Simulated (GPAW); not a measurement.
# Dielectric function and optical constants of SrCl2

Wanted: where SrCl2 starts to absorb, how strongly, and its refractive index.

Calculated with GPAW 26.7.0; DFT, LDA, plane-wave PAW (GPAW data sets), scalar-relativistic, RPA, optical limit.

## 1. The starting structure

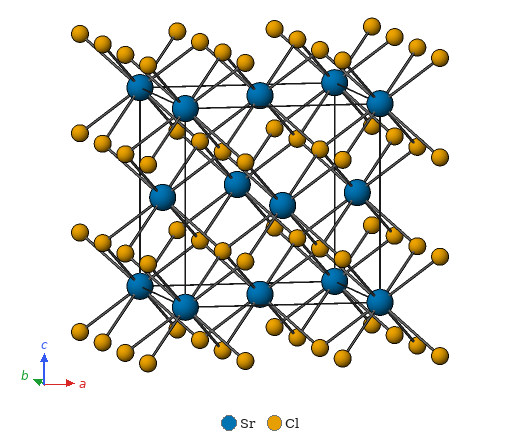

Start, viewed slightly off an axis; strontium blue, chlorine orange. This picture shows the conventional cell, with its axes. Some periodic images of atoms are drawn too.

## 2. Ground state

First the ground state: is it a metal or has it a gap?

This step: DFT, LDA, plane-wave PAW (GPAW data sets), scalar-relativistic, ground state (GPAW 26.7.0).

File gs.py:

```python
from ase import Atoms
from ase.dft.bandgap import bandgap
from gpaw import GPAW, PW, FermiDirac

atoms = Atoms(['Sr', 'Cl', 'Cl'],
              cell=[[0.000000000000, 3.488350000000, 3.488350000000],
                    [3.488350000000, 0.000000000000, 3.488350000000],
                    [3.488350000000, 3.488350000000, 0.000000000000]],
              scaled_positions=[[0.000000000000, 0.000000000000, 0.000000000000],
                                [0.750000000000, 0.750000000000, 0.750000000000],
                                [0.250000000000, 0.250000000000, 0.250000000000]],
              pbc=[True, True, True])
atoms.calc = GPAW(mode=PW(500), xc='LDA', kpts={'size': (6, 6, 6), 'gamma': True},
                  occupations=FermiDirac(0.05), maxiter=150, txt='gs.txt')
print('energy (eV)', atoms.get_potential_energy())
print('Fermi level (eV)', atoms.calc.get_fermi_level())
print('valence electrons', atoms.calc.get_number_of_electrons())
print('gap (eV)', bandgap(atoms.calc, output=None)[0])
print('direct gap (eV)', bandgap(atoms.calc, direct=True, output=None)[0])
atoms.calc.write('gs.gpw')
```

On the command line:

```
$ OMP_NUM_THREADS=1 python gs.py
```

Numbers of over 12 decimals in the logs are rounded to 6 here.

The program printed:

```text
__  _  _
 | _ |_)|_||  |
 |__||  | ||/\| - 26.7.0

Versions:
  Python: 3.12.14
  ASE:    3.29.0
  Numpy:  2.5.5
  Scipy:  1.18.1
  Libxc:  7.0.0

Input parameters:
  mode=PW(ecut=500.0),
  kpts=MonkhorstPack(size=(6, 6, 6), gamma=True),
  maxiter=150,
  occupations=Occupations(name='fermi-dirac', width=0.05, fixmagmom=False),
  xc=XC(name='LDA')

Diagonalizing LCAO Hamiltonian
Converting LCAO to pw mode

                        Cl

             Cl

       Sr

Atoms  # Å, Bohr magnetons
|   | symbol |        x |        y |        z |    initial magnetic moments |
| 0 |     Sr | 0.000000 | 0.000000 | 0.000000 | ( 0.0000,  0.0000,  0.0000) |
| 1 |     Cl | 5.232525 | 5.232525 | 5.232525 | ( 0.0000,  0.0000,  0.0000) |
| 2 |     Cl | 1.744175 | 1.744175 | 1.744175 | ( 0.0000,  0.0000,  0.0000) |

Unit cell  # Å
| periodic |        x |        y |        z |  lengths |    angles |
|      yes | 0.000000 | 3.488350 | 3.488350 | 4.933272 | 60.000000 |
|      yes | 3.488350 | 0.000000 | 3.488350 | 4.933272 | 60.000000 |
|      yes | 3.488350 | 3.488350 | 0.000000 | 4.933272 | 60.000000 |

Number of symmetries: 48
Symmetry operations  # r_c * U_cc + t_c -> r_c
|    | kind |            matrix            |
|  0 |  σ   |  1, 0, 0,  1, 0,-1,  1,-1, 0 |
|  1 |  C2  |  1, 0, 0,  1,-1, 0,  1, 0,-1 |
|  2 |  E   |  1, 0, 0,  0, 1, 0,  0, 0, 1 |
|  3 |  σ   |  1, 0, 0,  0, 0, 1,  0, 1, 0 |
|  4 |  C4  |  1, 0,-1,  1, 0, 0,  1,-1, 0 |
|  5 |  S6  |  1, 0,-1,  1,-1, 0,  1, 0, 0 |
|  6 |  σ   |  1, 0,-1,  0, 1,-1,  0, 0,-1 |
|  7 |  C3  |  1, 0,-1,  0, 0,-1,  0, 1,-1 |
|  8 |  S6  |  1,-1, 0,  1, 0, 0,  1, 0,-1 |
|  9 |  C4  |  1,-1, 0,  1, 0,-1,  1, 0, 0 |
| 10 |  C3  |  1,-1, 0,  0,-1, 1,  0,-1, 0 |
| 11 |  σ   |  1,-1, 0,  0,-1, 0,  0,-1, 1 |
| 12 |  σ   |  0, 1, 0,  1, 0, 0,  0, 0, 1 |
| 13 |  C4  |  0, 1, 0,  0, 1,-1, -1, 1, 0 |
| 14 |  C3  |  0, 1, 0,  0, 0, 1,  1, 0, 0 |
| 15 |  S6  |  0, 1, 0, -1, 1, 0,  0, 1,-1 |
| 16 |  C2  |  0, 1,-1,  1, 0,-1,  0, 0,-1 |
| 17 |  σ   |  0, 1,-1,  0, 1, 0, -1, 1, 0 |
| 18 |  S4  |  0, 1,-1,  0, 0,-1,  1, 0,-1 |
| 19 |  C4  |  0, 1,-1, -1, 1, 0,  0, 1, 0 |
| 20 |  C3  |  0, 0, 1,  1, 0, 0,  0, 1, 0 |
| 21 |  σ   |  0, 0, 1,  0, 1, 0,  1, 0, 0 |
| 22 |  S6  |  0, 0, 1,  0,-1, 1, -1, 0, 1 |
| 23 |  C4  |  0, 0, 1, -1, 0, 1,  0,-1, 1 |
| 24 |  S4  |  0, 0,-1,  1, 0,-1,  0, 1,-1 |
| 25 |  C3  |  0, 0,-1,  0, 1,-1,  1, 0,-1 |
| 26 |  C2  |  0, 0,-1,  0,-1, 0, -1, 0, 0 |
| 27 |  S6  |  0, 0,-1, -1, 0, 0,  0,-1, 0 |
| 28 |  S4  |  0,-1, 1,  1,-1, 0,  0,-1, 0 |
| 29 |  C4  |  0,-1, 1,  0, 0, 1, -1, 0, 1 |
| 30 |  C2  |  0,-1, 1,  0,-1, 0,  1,-1, 0 |
| 31 |  σ   |  0,-1, 1, -1, 0, 1,  0, 0, 1 |
| 32 |  C3  |  0,-1, 0,  1,-1, 0,  0,-1, 1 |
| 33 |  S6  |  0,-1, 0,  0, 0,-1, -1, 0, 0 |
| 34 |  S4  |  0,-1, 0,  0,-1, 1,  1,-1, 0 |
| 35 |  C2  |  0,-1, 0, -1, 0, 0,  0, 0,-1 |
| 36 |  C2  | -1, 1, 0,  0, 1, 0,  0, 1,-1 |
| 37 |  S6  | -1, 1, 0,  0, 1,-1,  0, 1, 0 |
| 38 |  S4  | -1, 1, 0, -1, 0, 1, -1, 0, 0 |
| 39 |  C3  | -1, 1, 0, -1, 0, 0, -1, 0, 1 |
| 40 |  S6  | -1, 0, 1,  0, 0, 1,  0,-1, 1 |
| 41 |  C2  | -1, 0, 1,  0,-1, 1,  0, 0, 1 |
| 42 |  C3  | -1, 0, 1, -1, 1, 0, -1, 0, 0 |
| 43 |  S4  | -1, 0, 1, -1, 0, 0, -1, 1, 0 |
| 44 |  C2  | -1, 0, 0,  0, 0,-1,  0,-1, 0 |
| 45 |  i   | -1, 0, 0,  0,-1, 0,  0, 0,-1 |
| 46 |  σ   | -1, 0, 0, -1, 1, 0, -1, 0, 1 |
| 47 |  C2  | -1, 0, 0, -1, 0, 1, -1, 1, 0 |

BZ-sampling:
  Number of BZ points: 216
  Number of IBZ points: 16

  Monkhorst-Pack size: [6, 6, 6]
  Monkhorst-Pack shift: [0.083333, 0.083333, 0.083333]

K-points  # in reciprocal-cell coordinates
|     |                                coordinates |     weight |
|   0 | (  0.00000000,   0.00000000,   0.00000000) | 0.00462963 |
|   1 | (  0.16666667,   0.16666667,   0.00000000) | 0.02777778 |
|   2 | (  0.16666667,   0.16666667,   0.16666667) | 0.03703704 |
|   3 | (  0.33333333,   0.16666667,   0.16666667) | 0.05555556 |
|   4 | (  0.33333333,   0.33333333,  -0.33333333) | 0.05555556 |
|   5 | (  0.33333333,   0.33333333,   0.00000000) | 0.02777778 |
|   6 | (  0.33333333,   0.33333333,   0.16666667) | 0.11111111 |
|   7 | (  0.33333333,   0.33333333,   0.33333333) | 0.03703704 |
|   8 | (  0.50000000,   0.33333333,  -0.33333333) | 0.11111111 |
|   9 | (  0.50000000,   0.33333333,  -0.16666667) | 0.05555556 |
| ... |                                            |            |
|  15 | (  0.50000000,   0.50000000,   0.50000000) | 0.01851852 |

Plane wave coefficients: 2176
Cutoff: 500.0 eV

Spin-components: 1 (collinear spins)
Bands:           13
Projectors:      15
Spin-degeneracy: 2
Datatype:        complex128

Parallelization:
  kpt:    1
  domain: 1
  band:   1

Density:
  Valence electrons: 24.0
  Components: 1
  Grid points: [27 27 27]
  Charge: 0.0  # |e|

Potential:
  Grid points: [27 27 27]

species:
  Sr:
    name:    Strontium
    id:
    Z:       38.0
    valence: 10
    core:    28
    charge:  0.0  # [|e|]
    compensation charges:
      type: gauss
      rc: 0.40  # [Å]
      lmax: 2
    cutoffs:
      filter: 2.39  # [Å]
      core: 1.85  # [Å]
    projectors
    | kind |    occ | energy [eV] | rcut [Å] |
    |   4s |  2.000 |     -40.901 |    1.291 |
    |   5s |  2.000 |      -3.641 |    1.291 |
    |   4p |  6.000 |     -22.864 |    1.291 |
    |    p |        |       4.348 |    1.291 |
    |    d |        |       0.000 |    1.254 |

    Using partial waves for Sr as LCAO basis

  Cl:
    name:    Chlorine
    id:
    Z:       17.0
    valence: 7
    core:    10
    charge:  0.0  # [|e|]
    compensation charges:
      type: gauss
      rc: 0.25  # [Å]
      lmax: 2
    cutoffs:
      filter: 1.40  # [Å]
      core: 1.49  # [Å]
    projectors
    | kind |    occ | energy [eV] | rcut [Å] |
    |   3s |  2.000 |     -20.688 |    0.794 |
    |   3p |  5.000 |      -8.701 |    0.794 |
    |    s |        |       6.523 |    0.794 |
    |    p |        |      18.511 |    0.794 |
    |    d |        |       0.000 |    0.794 |

    Using partial waves for Cl as LCAO basis

Reference energy: -111434.994330  # eV

eigensolver:
  PPCG
  Converge bands: occupied
  niter=2

density mixing:
  MSR1-Mixer
  Pratt-step length: 0.05
  Maximum mixing coefficient: 0.75
  Old densities: 10
  SVD Regularization: 0.005
  Good broyden scale: 1.0
  Trust region scale: 1.0
  Backstep threshold: 4.0
  History deletion threshold: 6.0
  Fourier metric: weight=20.0, sigma=0.015

occupation numbers:
  Fermi-Dirac:
    width: 0.0500  # eV

poisson solver:
  ecut: 4000.0  # eV

xc functional:
  name: None

convergence criteria:
- Maximum [total energy] change in last 3 cyles: 0.0005 eV / valence electron
- Maximum integral of absolute [dens]ity change: 0.0001 electrons / valence electron
- Maximum integral of absolute [eigenst]ate change: 4e-08 eV^2 / valence electron
maximum number of iterations: 150

SCF iterations
|iter     |      energy | eigst |  dens |
|iter:   1||  -14.228682 | -0.27 |       |
|iter:   2||  -14.205192 | -2.07 | -1.28 |
|iter:   3||  -14.057466 | -1.51 | -1.31 |
|iter:   4||  -14.052757 | -2.79 | -1.80 |
|iter:   5||  -14.053785c| -4.31 | -2.23 |
|iter:   6||  -14.053816c| -5.30 | -2.99 |
|iter:   7||  -14.053818c| -6.42 | -3.45 |
|iter:   8||  -14.053818c| -7.77c| -4.61c|

Converged in 8 steps
SCF loop duration: 6.560 s (0.820 s/step)
Energy contributions relative to reference atoms: (reference = -111434.994330)

Energy contributions:
  Kinetic:           8.186796
  Coulomb:          -8.036205
  Zero:             -0.182881
  External:          0.000000
  Xc:              -14.021528
  Entropy:           0.000000
  Spinorbit:         0.000000
  ----------------------------
  Free energy:     -14.053818
  Extrapolated:    -14.053818

dipole moment: (-27.322163, -27.322163, -27.322163)  # |e|*Ang

Fermi level: 3.542
Eigenvalues  # (at kpt = [0.000, 0.000, 0.000])
| band index |      eig [eV] | occ [0-2] |
|          0 |       -31.276 |     2.000 |
|        ... |               |           |
|          4 |       -11.811 |     2.000 |
|          5 |       -10.932 |     2.000 |
|          6 |        -0.734 |     2.000 |
|          7 |        -0.734 |     2.000 |
|          8 |        -0.734 |     2.000 |
|          9 |         1.092 |     2.000 |
|         10 |         1.092 |     2.000 |
|         11 |         1.092 |     2.000 |
|         12 |         6.320 |     0.000 |

Gap: 4.883 eV
Transition (v -> c):
  (s=0, k=12, n=11, [0.50, 0.50, 0.00]) -> (s=0, k=0, n=12, [0.00, 0.00, 0.00])
Direct/indirect transitions are different
Direct gap: 5.167 eV
Transition at: (s=0, k=12, n=11, [0.50, 0.50, 0.00])

--- standard output ---
energy (eV) -14.053818
Fermi level (eV) 3.542436
valence electrons 24.0
gap (eV) 4.882766
direct gap (eV) 5.167210
```

The job ended after 8.1 s (1 thread of Arm Neoverse V2, shared host; peak memory 0.14 GiB).

This step gave:

| Item | Value |
| --- | --- |
| energy | -14.05 eV |
| Fermi energy | 3.542 eV |
| gap on the k-mesh | 4.883 eV |
| direct gap on the mesh | 5.167 eV |
| electrons | 24 |

There is a gap, 4.88 eV on this mesh (points off the mesh can give less), so no carriers' term is needed.

## 3. Bands for the response

At the fixed density, many empty bands are solved on the mesh of the response, since the spectrum sums over them.

This step: DFT, LDA, plane-wave PAW (GPAW data sets), scalar-relativistic, bands at fixed density (GPAW 26.7.0).

File nscf.py:

```python
from ase.dft.bandgap import bandgap
from gpaw import GPAW, FermiDirac

calc = GPAW('gs.gpw').fixed_density(kpts={'size': (16, 16, 16), 'gamma': True}, nbands=59, convergence={'bands': 53},
                                    occupations=FermiDirac(0.001), txt='nscf.txt')
print('gap (eV)', bandgap(calc, output=None)[0])
print('direct gap (eV)', bandgap(calc, direct=True, output=None)[0])
print('top band over the Fermi level (eV)', min(calc.get_eigenvalues(kpt=k)[52] for k in range(len(calc.get_ibz_k_points()))) - calc.get_fermi_level())
calc.write('full.gpw', mode='all')
```

On the command line:

```
$ OMP_NUM_THREADS=1 python nscf.py
```

The program printed:

```text
Diagonalizing LCAO Hamiltonian
Converting LCAO to pw mode
convergence criteria:
- Maximum integral of absolute [eigenst]ate change: 4e-08 eV^2 / valence electron
maximum number of iterations: 150

SCF iterations
|iter     |      energy | eigst |  dens |
|iter:   1||             | +3.76 |       |
|iter:   2||             | +2.47 |       |
|iter:   3||             | +1.42 |       |
|iter:   4||             | +0.09 |       |
|iter:   5||             | -1.01 |       |
|iter:   6||             | -2.11 |       |
|iter:   7||             | -2.95 |       |
|iter:   8||             | -3.95 |       |
|iter:   9||             | -4.74 |       |
|iter:  10||             | -5.70 |       |
|iter:  11||             | -6.45 |       |
|iter:  12||             | -7.09 |       |
|iter:  13||             | -7.64c|       |
SCF steps: 13
  __  _  _
 | _ |_)|_||  |
 |__||  | ||/\| - 26.7.0

Versions:
  Python: 3.12.14
  ASE:    3.29.0
  Numpy:  2.5.5
  Scipy:  1.18.1
  Libxc:  7.0.0

Input parameters:
  mode=PW(ecut=500.0),
  convergence={'bands': 53},
  gpts=array([27, 27, 27]),
  kpts=MonkhorstPack(size=(16, 16, 16), gamma=True),
  maxiter=150,
  nbands=59,
  occupations=Occupations(name='fermi-dirac', width=0.001, fixmagmom=False),
  parallel={},
  xc=XC(name='LDA')

--- standard output ---
gap (eV) 4.882766
direct gap (eV) 5.167210
top band over the Fermi level (eV) 28.529436
```

The job ended after 6.9 min (1 thread; peak memory 0.52 GiB).

## 4. Dielectric function, RPA

Transitions between filled and empty bands, summed over the zone, give the optical response, so mesh, band count and broadening shape it.

The induced potential is part of this response.

This step: DFT, LDA, plane-wave PAW (GPAW data sets), scalar-relativistic, RPA, optical limit (GPAW 26.7.0).

File df.py:

```python
from gpaw.response.df import DielectricFunction

df = DielectricFunction('full.gpw', frequencies={'type': 'nonlinear', 'domega0': 0.03, 'omega2': 8},
                        ecut=30,
                        eta=0.2,
                        nbands=53,
                        txt='df.txt')
for direction in ['x']:
    df.get_dielectric_function(xc='RPA', direction=direction, filename=f'df_{direction}.csv')
```

On the command line:

```
$ OMP_NUM_THREADS=1 python df.py
```

The program printed:

```text
Using integrator: PointIntegrator
NonLinearFrequencyDescriptor(from 0.000 to 65.392 eV, 498 points)
Nonperiodic BCs:  [False False False]
Using integrator: PointIntegrator
NonLinearFrequencyDescriptor(from 0.000 to 65.392 eV, 498 points)
Nonperiodic BCs:  [False False False]

Calculating chi0 body with:
    Ground state adapter containing:
    Number of spins: 1
    Number of kpoints: 4096
    Number of irreducible kpoints: 145
    Number of completely occupied states: 12
    Number of partially occupied states: 12

    Linear response parametrization:
    q_c: [0.0, 0.0, 0.0]
    Number of frequency points: 498
    Planewave cutoff: 30.0
    Number of bands: 53
    Number of planewaves: 27
    Broadening (eta): 0.2

Integrating chi0 body.

Symmetries of q_c:
    Direct symmetries (Uq -> q): 48
    Indirect symmetries (TUq -> q): 0
In total 48 allowed symmetries.

145 groups of equivalent kpoints. 96.4599609375% reduction.

Integral kind: spectral function

Calculating chi0 optical extensions with:
    Ground state adapter containing:
    Number of spins: 1
    Number of kpoints: 4096
    Number of irreducible kpoints: 145
    Number of completely occupied states: 12
    Number of partially occupied states: 12

    Linear response parametrization:
    Number of frequency points: 498
    Planewave cutoff: 30.0
    Number of bands: 53
    Number of planewaves: 27
    Broadening (eta): 0.2
Integrating chi0 head and wings.

Symmetries of q_c:
    Direct symmetries (Uq -> q): 48
    Indirect symmetries (TUq -> q): 0
In total 48 allowed symmetries.

145 groups of equivalent kpoints. 96.4599609375% reduction.

Integral kind: spectral function wings
```

Wall time 60 s (1 thread); peak memory 0.26 GiB.

Numbers from this step:

```
electronic dielectric constant ε∞, mean over x, y and z (by symmetry where fewer were run) : 2.876
main peak of Im epsilon, first axis                                                        : 7.468 eV
```

Some rows of df_x.csv (energy; Re and Im without local fields; Re and Im with them):

```text
0.000000, 3.346517, -0.000000, 2.875968, -0.000000
0.555532, 3.355757, 0.006706, 2.883067, 0.005152
1.143969, 3.386364, 0.014284, 2.906583, 0.010977
1.768324, 3.444783, 0.023537, 2.951483, 0.018095
2.431988, 3.542126, 0.035923, 3.026357, 0.027648
3.138794, 3.699026, 0.054555, 3.147239, 0.042091
3.893091, 3.959079, 0.087695, 3.348403, 0.068096
4.699832, 4.440628, 0.169901, 3.725571, 0.135183
5.564682, 5.395659, 0.731345, 4.449905, 0.642679
6.494155, 6.320275, 2.412587, 4.933371, 1.820308
7.495775, 3.145885, 6.698537, 3.169857, 4.888357
8.578281, 0.903730, 3.596921, 0.911328, 2.998169
9.751884, 0.082077, 3.342018, 0.510757, 2.722584
11.028587, 0.907837, 2.217669, 0.807116, 1.561424
12.422601, 0.413407, 2.311165, 0.801877, 1.493290
13.950874, 0.343843, 1.792997, 0.804971, 1.105195
15.633783, -0.044647, 1.250194, 0.901808, 1.089059
17.496047, 0.412699, 0.656242, 0.730582, 0.874095
19.567954, 0.960243, 0.512405, 0.633497, 0.711749
```

[end of part 1 of 2]

[Machine, clock and banner lines and Python warnings are left out of the logs.]

[Logs are printed without paths, hosts, clocks, repeated set-up lines and the standing remarks that a program may print on its own settings, such as how far it seeks lower states.]

[Hosts, paths, dates, database ids (printed as entryN), source tags and the programs' standing remarks are cut or masked in the printed files.]
